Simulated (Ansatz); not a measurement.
# Strength of the N–In bond: InH3(NH3) → InH3 + NH3

Species: InH3(NH3), singlet; InH3 `[InH3]`, singlet; NH3 (ammonia) `N`, singlet. 

Shapes, held fixed at every level: PBE0-D4/def2-TZVP. Programs: Ansatz 0.2.0. The zero-point and thermal change to 298 K, harmonic and unscaled (PBE0-D4/def2-TZVP), is -8.7 kJ/mol.

```json
{"level": "HF/def2-TZVPP", "kind": "Hartree–Fock", "ΔH(298 K) (kJ/mol)": "+58.6", "less CCSD(T)/def2-TZVPP": "-17.2"}
{"level": "PBE-D4/def2-TZVPP", "kind": "GGA", "ΔH(298 K) (kJ/mol)": "+73.4", "less CCSD(T)/def2-TZVPP": "-2.4"}
{"level": "B3LYP-D4/def2-TZVPP", "kind": "global hybrid", "ΔH(298 K) (kJ/mol)": "+70.3", "less CCSD(T)/def2-TZVPP": "-5.5"}
{"level": "wB97M-V/def2-TZVPP", "kind": "range-separated hybrid", "ΔH(298 K) (kJ/mol)": "+75.6", "less CCSD(T)/def2-TZVPP": "-0.2"}
{"level": "wB97X-V/def2-TZVPP", "kind": "range-separated hybrid", "ΔH(298 K) (kJ/mol)": "+75.7", "less CCSD(T)/def2-TZVPP": "-0.1"}
{"level": "MP2/def2-SVP", "kind": "perturbation theory", "ΔH(298 K) (kJ/mol)": "+93.8", "less CCSD(T)/def2-TZVPP": "+18.0"}
{"level": "CCSD/def2-SVP", "kind": "coupled cluster or CI", "ΔH(298 K) (kJ/mol)": "+88.6", "less CCSD(T)/def2-TZVPP": "+12.8"}
{"level": "CCSD(T)/def2-TZVPP", "kind": "coupled cluster or CI", "ΔH(298 K) (kJ/mol)": "+75.8", "less CCSD(T)/def2-TZVPP": "0.0"}
```

The highest level, CCSD(T)/def2-TZVPP, gives ΔH(298 K) = +75.8 kJ/mol; the levels span +58.6 to +93.8. A fragment pairs its electrons up again, so this isn't a typical strength of such a bond. The column of differences is taken from that level and isn't an error. No measured value is set beside it here. For atoms past krypton def2 sets carry core potentials with scalar relativity. Correlated rows may include outer-core shells of In, which these sets cover unevenly.

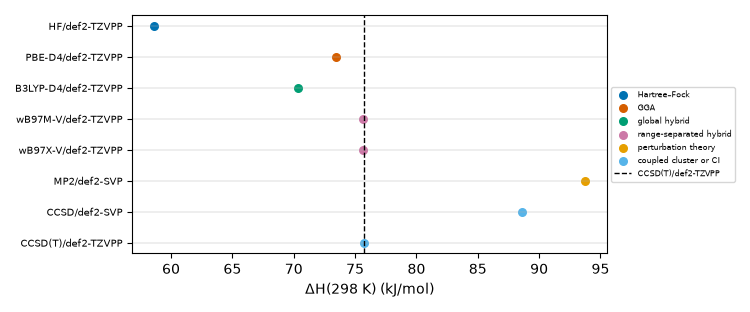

The values of the table, level by level.
